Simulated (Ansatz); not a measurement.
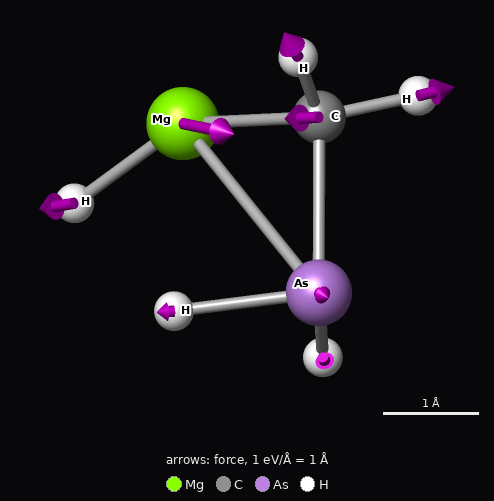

Starting geometry of CH5AsMg with the computed forces as purple arrows. A ball-and-stick model, seen from a free direction.

The run prepares an end point of a later path (torsion) calculation, from a guessed geometry.

Theory: Ansatz 0.2.0, RKS LDA/def2-SVP. Settings: no spin polarisation; force threshold 0.015 eV/Å; at most 40 steps.

Q: Is this structure relaxed? If not, where do the atoms go?

A: It isn't relaxed: the largest force vector, on the Mg atom, is 0.86 eV/Å. The final displacements have little in common with the starting forces (cosine between the two patterns 0.22). The atom that moves furthest after the best rigid fit is an H atom (0.44 Å). By element the largest moves are H 0.44 Å, Mg 0.20 Å, As 0.12 Å, C 0.05 Å. Some distances before and after: H–Mg 1.660 → 1.706 Å, C–Mg 2.106 → 2.068 Å, As–Mg 3.165 → 3.145 Å, As–C 1.960 → 1.976 Å. Among the angles between lasting bonds that change: C–Mg–H 150.0° → 175.5°, As–Mg–H 112.7° → 137.6°. After 7 geometry steps the energy has fallen by 0.119 eV. Largest force component: 0.69 eV/Å at the start, 0.0076 eV/Å at the end. Cost: 6.6 s on 1 thread of AMD EPYC 9R45 96-Core Processor (Zen 5), with other jobs on the host, peak memory 0.14 GiB.
